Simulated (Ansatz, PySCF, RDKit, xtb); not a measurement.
**GeNH4O: a search for the lowest isomer**

Only the formula GeNH4O is given (odd number of electrons). Aim: find the structure of lowest free energy at 298.15 K, then its properties.

The funnel: GFN2-xTB relaxations, single points with a density functional, relaxations at B3LYP-D3(BJ)/def2-SVP, harmonic vibrations, and a last energy at a higher level. All values are calculated.

6 further runs of the same task are left out: 6 set aside as unsound or not needed.

## 1. Candidates

A program enumerates the bonding patterns with one Lewis structure each (two rings at most, one unusual centre or charged pair), with their diastereomers. O–O, O–halogen and N–halogen bonds and N–N–N chains are not drawn. That gives 10 candidates.

| label | SMILES | spin |
| --- | --- | --- |
| c184 | [NH2][GeH][OH] | doublet |
| c326 | [NH][O][GeH3] | doublet |
| c384 | N[O][GeH2] | doublet |
| c566 | [O][NH][GeH3] | doublet |
| c573 | [NH2][GeH2][O] | doublet |
| c705 | [O-][NH2+][GeH2] | doublet |
| c712 | O[N][GeH3] | doublet |
| c721 | [NH][GeH2][OH] | doublet |
| c834 | [NH3+][GeH-][O] | doublet |
| c986 | O[NH][GeH2] | doublet |

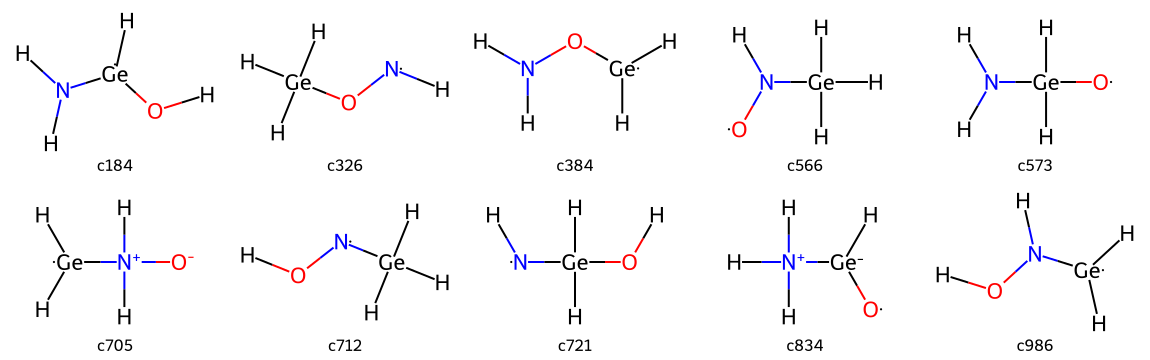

Structural formulas of the candidates.

Candidates are built by distance geometry, with a force field where one applies, in up to four conformers (letters a to d). 16 starts with atoms placed at random are added, to find patterns that the rules miss.

## 2. First filter: tight binding

All 36 starts are relaxed the same way. One of them, c613 (atoms placed at random), in full:

Input file start.xyz:

```xyz
7
c613
Ge     0.088090    -1.514620    -0.867990
N      0.548010    -0.460930    -2.071020
O     -1.181140     0.432820     0.147720
H      1.647130    -0.537130    -1.015550
H     -0.658970    -0.874920     0.647950
H      0.369930    -0.042090    -0.060930
H     -1.348420    -0.946900    -0.750190
```

Started as:

```console
$ xtb start.xyz --gfn 2 --opt --uhf 1
```

The program printed, shortened:

```text
* xtb version 6.7.1
[...]
          :  # basis functions                  22          :
[...]
          :  # electrons                        19          :
[...]
          :  Hamiltonian                  GFN2-xTB          :
[...]
          :  net charge                          0          :
          :  unpaired electrons                  1          :
[...]
   *** convergence criteria satisfied after 15 iterations ***
[...]
   *** GEOMETRY OPTIMIZATION CONVERGED AFTER 59 ITERATIONS ***
[...]
   *** convergence criteria satisfied after 3 iterations ***
[...]
         ::                     SUMMARY                     ::
         :::::::::::::::::::::::::::::::::::::::::::::::::::::
         :: total energy             -10.895137639915 Eh    ::
         :: gradient norm              0.000646616730 Eh/a0 ::
         :: HOMO-LUMO gap              3.751360794177 eV    ::
         ::.................................................::
         :: SCC energy               -10.968617321560 Eh    ::
         :: -> isotropic ES            0.032867862293 Eh    ::
         :: -> anisotropic ES          0.002063103643 Eh    ::
         :: -> anisotropic XC          0.002422554929 Eh    ::
         :: -> dispersion             -0.002830721531 Eh    ::
         :: repulsion energy           0.073479681645 Eh    ::
         :: add. restraining           0.000000000000 Eh    ::
         :: total charge              -0.000000000000 e     ::
         :::::::::::::::::::::::::::::::::::::::::::::::::::::
[...]
        10        1.0000           -0.3284212              -8.9368 (HOMO)
        11                         -0.1905612              -5.1854 (LUMO)
[...]
          | TOTAL ENERGY              -10.895137639915 Eh   |
          | GRADIENT NORM               0.000646616730 Eh/α |
          | HOMO-LUMO GAP               3.751360794177 eV   |
           -------------------------------------------------
[...]
```

Run time: 0.11 s. Hardware: 1 thread of Intel Xeon 6975P-C (Granite Rapids), shared host.

## 3. What the search left

36 of the 36 relaxations converged; 18 ended on a minimum already found. 18 distinct structures remain:

| label | start | SMILES after | spin | energy (kcal/mol) | note |
| --- | --- | --- | --- | --- | --- |
| c862 | random | [NH2][GeH][OH] | doublet | 0.0 |  |
| c977 | random and drawn | [NH2][GeH][OH] | doublet | 0.8 |  |
| c834b | drawn | N.[O][GeH] | doublet | 14.0 | fell apart |
| c858 | random | O.[NH2][Ge] | doublet | 22.6 | fell apart |
| c873 | random | [H][H].[NH2][Ge][O] | doublet | 23.2 | fell apart |
| c361 | random | O.[NH][GeH] | doublet | 31.8 | fell apart |
| c721a | drawn and random | [NH][GeH2][OH] | doublet | 39.3 |  |
| c209 | random and drawn | [NH2][GeH2][O] | doublet | 41.2 |  |
| c962 | random | [NH][GeH2][OH] | doublet | 41.3 |  |
| c573a | drawn | [NH2][GeH2][O] | doublet | 43.9 |  |
| c705b | drawn | N[O][GeH2] | doublet | 50.8 | bonds changed |
| c906 | random and drawn | O[NH][GeH2] | doublet | 54.5 |  |
| c566a | drawn | [O][NH][GeH3] | doublet | 66.2 |  |
| c617 | random | [H][H].[NH]1[O][GeH]1 | doublet | 66.7 | fell apart |
| c326a | drawn | [NH][O][GeH3] | doublet | 68.5 |  |
| c411 | random | [NH][O][GeH3] | doublet | 71.7 |  |
| c935 | random | [H][H].[NH][GeH][O] ‡ | doublet | 72.7 | fell apart |
| c712a | drawn | O[N][GeH3] | doublet | 72.8 |  |

‡ marks the bonded skeleton alone, with all bonds drawn single: no Lewis structure was assigned that passes a check against the bond lengths.

GFN2-xTB has no spin polarisation, so it can't rank spin states and is rough for open shells.

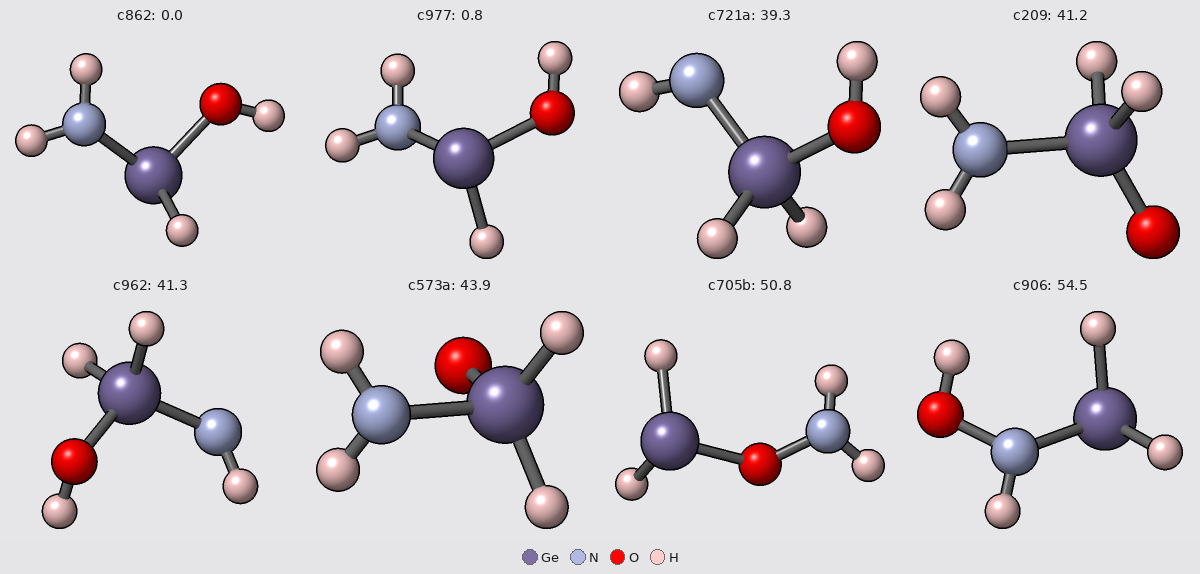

The 8 lowest minima that did not fall apart, with their GFN2-xTB energies in kcal/mol.

## 4. Second filter: single points

A choice of the minima (the low ones first, few conformers of a pattern, up to a cap) and the lowest that fell apart get a single point at r2SCAN-D4/def2-SVP on the tight-binding geometry, and one at HF/STO-3G for comparison. The first, c862:

Input file input.yaml:

```yaml
crystal:
  periodic: [false, false, false]
  atoms:
    - {symbol: Ge, position_ang: [-0.047602, -0.424726, -0.223655]}
    - {symbol: N, position_ang: [1.555890, 0.113523, 0.513759]}
    - {symbol: O, position_ang: [-0.218109, 0.963825, -1.341886]}
    - {symbol: H, position_ang: [1.862314, -0.274651, 1.392960]}
    - {symbol: H, position_ang: [-0.905326, 0.925530, -2.000846]}
    - {symbol: H, position_ang: [0.494260, -1.619988, -1.188492]}
    - {symbol: H, position_ang: [1.695392, 1.114308, 0.526920]}
basis:
  gaussian: {orbitals: def2-SVP}
total_charge: 0
magnetization: {spin_polarized: true, initial_magnetization: 1}
hamiltonian: {xc: r2scan, dispersion: d4}
scf: {lower_state_search: "off"}
output: {orbitals: {seedname: orbitals}}
```

Started as:

```console
$ ansatz run input.yaml --threads 1 --pin off --max-ram 2610MiB --events-out events.jsonl --progress --plain --runs-dir runs
```

The program printed, shortened:

```text
Warning: RAYON_NUM_THREADS=1 ignored (pool sized by the plan → 1); use --threads N
Functional definition: r2SCAN
  name "r2SCAN"
[...]
898 factors; their error is unknown
[...]
mean field -60108.18579914 eV, -2208.9350853267 hartree, gradient 3.1e-6 eV, S^2 0.755994; 0 other end points of the search recorded, 0 dependent functions left out
reference -60108.18580934 eV, -2208.9350857014 hartree; 26, 25 occupied and 54, 55 virtual orbitals, 898 factors
Total energy: -60108.20976899 eV, -2208.9359662024 hartree
Checks for a lower state left out: stability, starts, cluster_reference, orbital_swaps, neighbouring_geometries, increment
```

Run time: 1.9 s. Hardware: 1 thread of Intel Xeon 6975P-C (Granite Rapids), shared host.

Relative energies in kcal/mol, each column from its lowest structure that stays in one piece:

| label | SMILES | spin | GFN2-xTB | HF/STO-3G | r2SCAN-D4/def2-SVP |
| --- | --- | --- | --- | --- | --- |
| c862 | [NH2][GeH][OH] | doublet | 0.0 | 12.5 | 0.0 |
| c977 | [NH2][GeH][OH] | doublet | 0.8 | 11.6 | 1.2 |
| c834b | N.[O][GeH] | doublet | 14.0 | 47.7 | 25.2 |
| c721a | [NH][GeH2][OH] | doublet | 39.3 | 0.0 | 29.8 |
| c209 | [NH2][GeH2][O] | doublet | 41.2 | 3.5 | 46.7 |

## 5. A second chance for lost patterns

Some ordinary bonding patterns rearranged or fell apart under GFN2-xTB. Their starts are relaxed at r2SCAN-D4/def2-SVP instead (label ending in r). The first, c705ar:

Input file input.yaml:

```yaml
crystal:
  periodic: [false, false, false]
  atoms:
    - symbol: Ge
      position_ang: [-1.452837, -2.739351, -0.741509]
    - symbol: N
      position_ang: [-1.463779, -0.869151, -0.349232]
    - symbol: O
      position_ang: [-2.509228, -0.659978, 0.436175]
    - symbol: H
      position_ang: [-1.570196, -0.368804, -1.228948]
    - symbol: H
      position_ang: [-0.577646, -0.626739, 0.172900]
    - symbol: H
      position_ang: [-1.393579, -3.509353, 0.592723]
    - symbol: H
      position_ang: [-2.766601, -3.138841, -1.456530]
basis:
  gaussian:
    orbitals: def2-SVP
total_charge: 0
magnetization:
  spin_polarized: true
  initial_magnetization: 1
hamiltonian:
  xc: r2scan
  dispersion: d4
relax:
  f_tol: 0.01
output: {orbitals: {seedname: orbitals}}
```

Started as:

```console
$ ansatz run input.yaml --threads 1 --pin off --max-ram 2610MiB --events-out events.jsonl --progress --plain --runs-dir runs
```

The program printed, shortened:

```text
Warning: RAYON_NUM_THREADS=1 ignored (pool sized by the plan → 1); use --threads N
[...]
Functional definition: r2SCAN
  name "r2SCAN"
[...]
898 factors; their error is unknown
[...]
mean field -60104.77508478 eV, -2208.8097438860 hartree, gradient 2.1e-5 eV, S^2 0.754861; 0 other end points of the search recorded, 0 dependent functions left out
[...]
reference -60104.77509441 eV, -2208.8097442399 hartree; 26, 25 occupied and 54, 55 virtual orbitals, 898 factors
[...]
Atom 2 at    -2.551626    -0.893878     0.395092 Å, force    -0.005209     0.000720     0.003476 eV/Å
Atom 3 at    -1.534392    -0.327083    -1.218585 Å, force    -0.001531    -0.002678    -0.000074 eV/Å
Atom 4 at    -0.598798    -0.602480     0.146878 Å, force    -0.002479    -0.003584    -0.000434 eV/Å
Atom 5 at    -1.456121    -3.354008     0.638606 Å, force    -0.000998    -0.001614     0.002681 eV/Å
Atom 6 at    -2.808452    -2.955624    -1.335965 Å, force    -0.003563    -0.000902    -0.000461 eV/Å
Dipole moment:     0.501682     0.371776    -0.268745 e Å
```

Wall time 27 s (1 thread of Intel Xeon 6975P-C (Granite Rapids), shared host).

Energies at r2SCAN-D4/def2-SVP after that relaxation, from the lowest structure of the screen (which was not relaxed at this level):

| label | SMILES | spin | energy (kcal/mol) |
| --- | --- | --- | --- |
| c705ar | [O-][NH2+][GeH2] | doublet | 69.3 |

## 6. Relaxing the best candidates

3 candidates are relaxed at B3LYP-D3(BJ)/def2-SVP (chosen among the lowest in one piece). The first, c862:

Input file input.yaml:

```yaml
crystal:
  periodic: [false, false, false]
  atoms:
    - {symbol: Ge, position_ang: [-0.047602, -0.424726, -0.223655]}
    - {symbol: "N", position_ang: [1.555890, 0.113523, 0.513759]}
    - {symbol: O, position_ang: [-0.218109, 0.963825, -1.341886]}
    - {symbol: H, position_ang: [1.862314, -0.274651, 1.392960]}
    - {symbol: H, position_ang: [-0.905326, 0.925530, -2.000846]}
    - {symbol: H, position_ang: [0.494260, -1.619988, -1.188492]}
    - {symbol: H, position_ang: [1.695392, 1.114308, 0.526920]}
basis:
  gaussian:
    orbitals: def2-SVP
magnetization:
  spin_polarized: true
  initial_magnetization: 1
hamiltonian:
  xc: {name: B3LYP}
  dispersion: d3bj
relax:
  f_tol: 0.003
```

Started as:

```console
$ ansatz run input.yaml --threads 1 --pin off --max-ram 2610MiB --events-out events.jsonl --progress --plain --runs-dir runs
```

The program printed, shortened:

```text
Warning: RAYON_NUM_THREADS=1 ignored (pool sized by the plan → 1); use --threads N
[...]
Functional definition: B3LYP
  name "B3LYP"
[...]
855 factors; integrals over basis functions are off by at most 2.6e-4 eV
[...]
mean field -60111.40508856 eV, -2209.0533920309 hartree, gradient 1.9e-5 eV, S^2 0.754919; 0 other end points of the search recorded, 0 dependent functions left out
[...]
Atom 2 at    -0.147439     0.960670    -1.558698 Å, force     0.000830     0.000341    -0.000067 eV/Å
Atom 3 at     1.951093    -0.405823     1.240579 Å, force     0.000205    -0.000285     0.000265 eV/Å
Atom 4 at    -1.019790     0.941077    -1.974308 Å, force    -0.000796    -0.000238    -0.000132 eV/Å
Atom 5 at     0.422982    -1.716704    -1.028585 Å, force    -0.000050     0.000058     0.000018 eV/Å
Atom 6 at     1.599273     1.168410     0.824939 Å, force    -0.000120     0.000393     0.000112 eV/Å
Dipole moment:    -0.180878    -0.067617     0.303342 e Å
```

Run time: 38 s. Hardware: 1 thread of Intel Xeon 6975P-C (Granite Rapids), shared host.

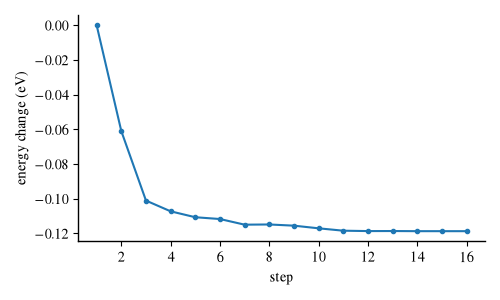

Energy along the run, all evaluated steps.

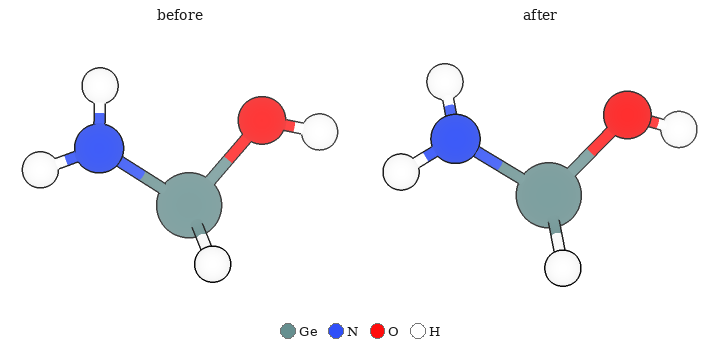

Before and after, at one scale.

After the run. Bond lengths: Ge1–N2 1.845 Å, Ge1–O3 1.806 Å, N2–H4 1.019 Å, O3–H5 0.966 Å, Ge1–H6 1.581 Å, N2–H7 1.019 Å. Angles: N2–Ge1–O3 100.3°, Ge1–N2–H4 116.6°, Ge1–N2–H7 115.7°, N2–Ge1–H6 104.8°, O3–Ge1–H6 110.7°, Ge1–O3–H5 111.8°, H4–N2–H7 109.7°.

## 7. After refinement

| label | spin | r2SCAN-D4/def2-SVP (kcal/mol) | B3LYP-D3(BJ)/def2-SVP, relaxed (kcal/mol) | time |
| --- | --- | --- | --- | --- |
| c862 | doublet | 0.0 | 0.0 | 38 s |
| c977 | doublet | 1.2 | 0.6 | 32 s |
| c721a | doublet | 29.8 | 28.3 | 55 s |

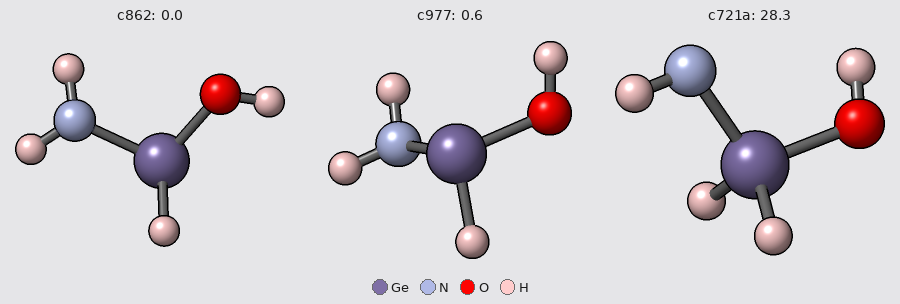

The relaxed structures, with energies at B3LYP-D3(BJ)/def2-SVP in kcal/mol.

## 8. Vibrations and thermal terms

The lowest few in one piece go on as finalists. Harmonic vibrations at B3LYP-D3(BJ)/def2-SVP test each finalist and give the zero-point energy and the thermal terms. The first, c862:

Input file input.yaml:

```yaml
basis:
  gaussian: {orbitals: def2-SVP}
crystal:
  periodic: [false, false, false]
  atoms:
    - symbol: Ge
      position_ang: [0.040528, -0.350350, -0.331191]
    - symbol: N
      position_ang: [1.590174, 0.200540, 0.506024]
    - symbol: O
      position_ang: [-0.147439, 0.960670, -1.558698]
    - symbol: H
      position_ang: [1.951093, -0.405823, 1.240579]
    - symbol: H
      position_ang: [-1.019790, 0.941077, -1.974308]
    - symbol: H
      position_ang: [0.422982, -1.716704, -1.028585]
    - symbol: H
      position_ang: [1.599273, 1.168410, 0.824939]
magnetization: {spin_polarized: true, initial_magnetization: 1}
hamiltonian: {xc: {name: B3LYP}, dispersion: d3bj}
scf: {lower_state_search: off}
phonons: {}
```

Started as:

```console
$ ansatz run input.yaml --threads 1 --pin off --max-ram 2610MiB --events-out events.jsonl --progress --plain --runs-dir runs
```

The program printed, shortened:

```text
Warning: RAYON_NUM_THREADS=1 ignored (pool sized by the plan → 1); use --threads N
Functional definition: B3LYP
  name "B3LYP"
[...]
853 factors; integrals over basis functions are off by at most 2.7e-4 eV
[...]
mean field -60111.52664479 eV, -2209.0578591397 hartree, gradient 1.7e-6 eV, S^2 0.753552; 0 other end points of the search recorded, 0 dependent functions left out
[...]
Atom 5 at     0.422982    -1.716704    -1.028585 Å, force    -0.000065     0.000011     0.000040 eV/Å
Atom 6 at     1.599273     1.168410     0.824939 Å, force    -0.000166     0.000385     0.000092 eV/Å
Dipole moment:    -0.180878    -0.067618     0.303342 e Å
Vibrations: 146.44 207.34 275.59 496.58 607.78 631.45 665.31 691.59 833.47 885.60 1532.51 1893.56 3525.67 3626.37 3840.20 cm⁻¹, zero-point energy 1.231130 eV
Checks for a lower state left out: stability, starts, cluster_reference, orbital_swaps, neighbouring_geometries, increment
```

Wall time 65 s (1 thread of Intel Xeon 6975P-C (Granite Rapids), shared host).

## 9. Zero-point energy and free-energy terms

At 298.15 K and 1 atm, ideal gas, rigid rotor and harmonic oscillator:

| label | SMILES | spin | point group | lowest mode (cm⁻¹) | zero-point (kcal/mol) | G − E (kcal/mol) |
| --- | --- | --- | --- | --- | --- | --- |
| c862 | [NH2][GeH][OH] | doublet | C1 | 146 | 28.4 | 9.8 |
| c977 | [NH2][GeH][OH] | doublet | C1 | 109 | 28.3 | 9.5 |
| c721a | [NH][GeH2][OH] | doublet | C1 | 130 | 25.6 | 7.0 |

Chiral structures get −RT ln 2 for their mirror image.

## 10. The final energy

Each finalist gets a single point at CCSD(T)/def2-SVP + MP2/def2-TZVPP - MP2/def2-SVP.

c862, CCSD(T)/def2-SVP:

Input file input.yaml:

```yaml
basis:
  gaussian: {orbitals: def2-SVP}
crystal:
  periodic: [false, false, false]
  atoms:
    - {symbol: Ge, position_ang: [0.040528, -0.350350, -0.331191]}
    - {symbol: N, position_ang: [1.590174, 0.200540, 0.506024]}
    - {symbol: O, position_ang: [-0.147439, 0.960670, -1.558698]}
    - {symbol: H, position_ang: [1.951093, -0.405823, 1.240579]}
    - {symbol: H, position_ang: [-1.019790, 0.941077, -1.974308]}
    - {symbol: H, position_ang: [0.422982, -1.716704, -1.028585]}
    - {symbol: H, position_ang: [1.599273, 1.168410, 0.824939]}
correlation: {method: ccsd_t, frozen_orbitals: {H: 0, "N": 1, Ge: 9, O: 1}}
magnetization: {spin_polarized: true, initial_magnetization: 1}
scf: {omitted_lower_state_checks: [cluster_reference]}
```

Started as:

```console
$ ansatz run input.yaml --threads 1 --pin off --max-ram 2610MiB --events-out events.jsonl --progress --plain --runs-dir runs
```

The program printed, shortened:

```text
Warning: RAYON_NUM_THREADS=1 ignored (pool sized by the plan → 1); use --threads N
Functional definition: HF
  name "HF"
[...]
792 factors; integrals over basis functions are off by at most 1.1e-3 eV
[...]
mean field -60045.61425287 eV, -2206.6356234139 hartree, gradient 2.9e-6 eV, S^2 0.760422; 0 other end points of the search recorded, 0 dependent functions left out
11 core orbitals not correlated: weight in the atoms' cores, before any rotation towards them, 1.000 or more for the frozen orbitals, at most 0.000 for the correlated occupied ones
reference -60045.61425287 eV, -2206.6356234139 hartree; 15, 14 occupied and 54, 55 virtual orbitals, 792 factors
second order -15.74637124 eV of doubles, -0.00000000 eV of singles
cycle   1  -15.62707442 eV  change    1.2e-1 eV  update   9.9e-2
[...]
cycle  12  -16.17898838 eV  change    4.8e-6 eV  update   1.0e-5
perturbative correction -0.42848041 eV, -0.0157463646 hartree
Total energy: -60062.22172166 eV, -2207.2459366349 hartree
Checks for a lower state left out: cluster_reference
```

It took 13 s on 1 thread of Intel Xeon 6975P-C (Granite Rapids), shared host.

## 11. c862 at MP2/def2-TZVPP

Input file input.yaml:

```yaml
crystal:
  periodic: [false, false, false]
  atoms:
    - {symbol: Ge, position_ang: [0.040528, -0.350350, -0.331191]}
    - {symbol: "N", position_ang: [1.590174, 0.200540, 0.506024]}
    - {symbol: O, position_ang: [-0.147439, 0.960670, -1.558698]}
    - {symbol: H, position_ang: [1.951093, -0.405823, 1.240579]}
    - {symbol: H, position_ang: [-1.019790, 0.941077, -1.974308]}
    - {symbol: H, position_ang: [0.422982, -1.716704, -1.028585]}
    - {symbol: H, position_ang: [1.599273, 1.168410, 0.824939]}
basis:
  gaussian:
    orbitals: def2-TZVPP
magnetization:
  spin_polarized: true
  initial_magnetization: 1
correlation:
  method: mp2
  frozen_orbitals: {H: 0, "N": 1, Ge: 9, O: 1}
```

Started as:

```console
$ ansatz run input.yaml --threads 1 --pin off --max-ram 2610MiB --events-out events.jsonl --progress --plain --runs-dir runs
```

The program printed, shortened:

```text
Warning: RAYON_NUM_THREADS=1 ignored (pool sized by the plan → 1); use --threads N
Functional definition: HF
  name "HF"
[...]
1024 factors; integrals over basis functions are off by at most 1.1e-3 eV
[...]
mean field -60057.52834206 eV, -2207.0734581160 hartree, gradient 4.6e-6 eV, S^2 0.761523; 0 other end points of the search recorded, 0 dependent functions left out
11 core orbitals not correlated: weight in the atoms' cores, before any rotation towards them, 1.000 or more for the frozen orbitals, at most 0.000 for the correlated occupied ones
reference -60057.52834206 eV, -2207.0734581160 hartree; 15, 14 occupied and 140, 141 virtual orbitals, 1024 factors
second order -19.01468590 eV of doubles, -0.00000000 eV of singles
Total energy: -60076.54302796 eV, -2207.7722349341 hartree
```

Run time: 3.9 s. Hardware: 1 thread of Intel Xeon 6975P-C (Granite Rapids), shared host.

(Part 1 of 2 ends here.)
